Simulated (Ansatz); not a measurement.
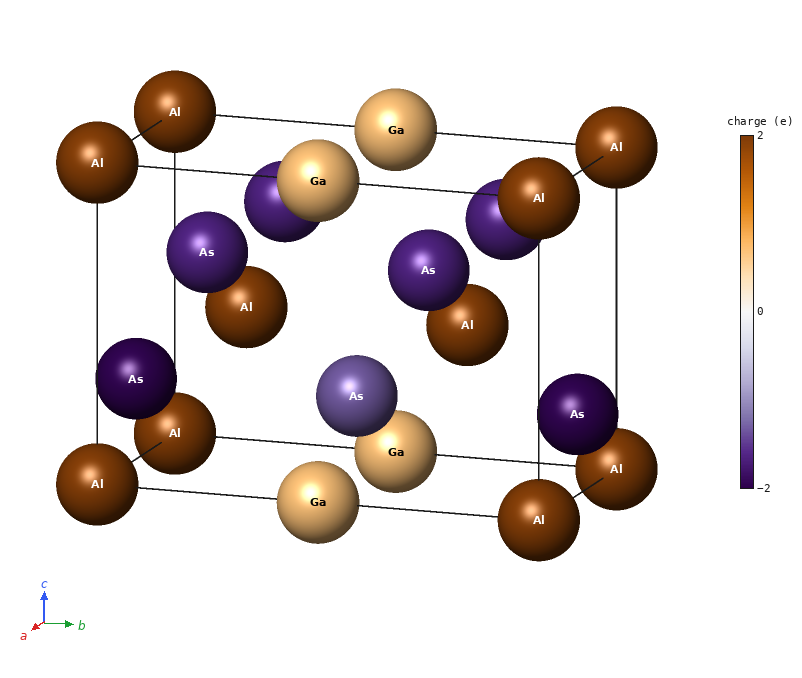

The crystal in a spheres-only representation, seen slightly off an axis. The simulation cell is outlined; an atom on or near a face, edge or corner is repeated at each equivalent position. The atoms of this Al$_{3}$GaAs$_{4}$ cell are coloured by their Bader charge.

Method used: DFT PBE, scalar-relativistic, plane waves, PAW in Ansatz 0.2.0. It ran with a kinetic-energy cutoff of 420 eV, k-mesh 8×4×6, Gaussian smearing of 0.02 eV, no spin polarisation.

### What do the colours say about charge transfer?

Most positive: Al; most negative: As. Charges: about Al +1.9 e; Ga +0.7 e; As -1.9 to -1.3 e. The transfer is large, as in an ionic solid.

Starting structure: a structure type filled with these elements by a generator (whether the compound takes this form wasn't checked). Earlier steps of the study, as a rule a relaxation of our own, may have changed the cell and positions, so they can lie some per cent off the listed ones. It was run through Ansatz as a DFT input.
